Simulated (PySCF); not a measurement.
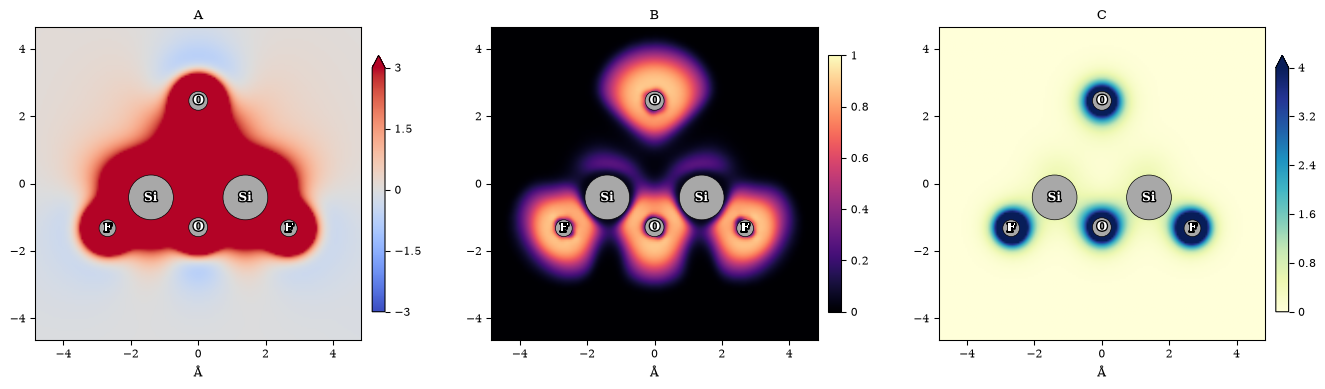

F4O6Si4 ((FSi)4O6 adamantane): 3 fields on the plane of atoms F12, Si11 and O14, with unlabelled colour scales. Grey discs cover the atomic cores.

Geometry: PBE0-D3(BJ)/def2-SVP.

These are results of PBE0/pcSseg-1, SCF density, gas phase, non-relativistic (PySCF), not measurements.

> Match the panels to the quantities (electron density, electron localisation function and electrostatic potential).

Panel A: electrostatic potential (strongly positive close to the atoms, with negative regions outside electron-rich atoms). Panel B: electron localisation function. Panel C: electron density. From the grid: Si–F (1.58 Å): the density is about 1.2 e/Å³ at the midpoint; the ELF peaks at about 0.80 in the valence shell of F, 0.6 Å from its nucleus, and is about 0.50 at the midpoint. Si–O (1.66 Å): ρ at the midpoint is about 1.1 e/Å³; the ELF peaks at about 0.85 between the atoms; a shared but strongly polarised pair.
